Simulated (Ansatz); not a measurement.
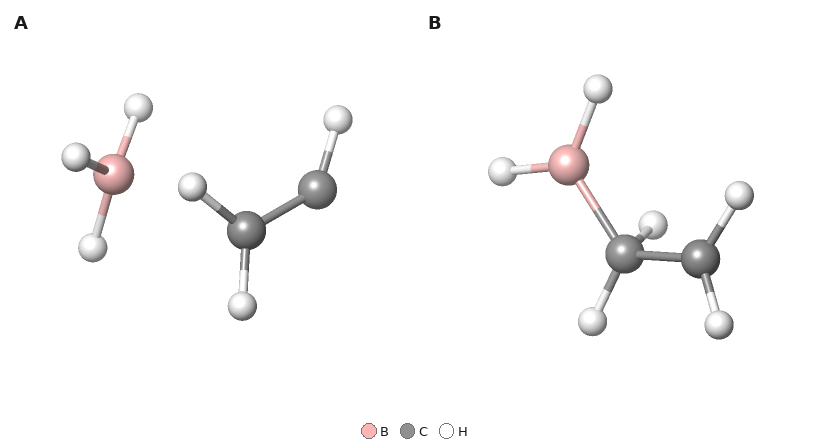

2 stationary structures of one formula. Charge 0, doublet. Geometries: PBE-D4/def2-SVP. Electronic energies: PBE-D4/def2-SVP (Ansatz 0.2.0), without zero-point energy. No frequency run is at hand to confirm each as a minimum. Each is one conformer, not always the lowest.

Rank them by energy, lowest first.

Answer. B is lowest; A lies 197.5 kJ/mol above it.
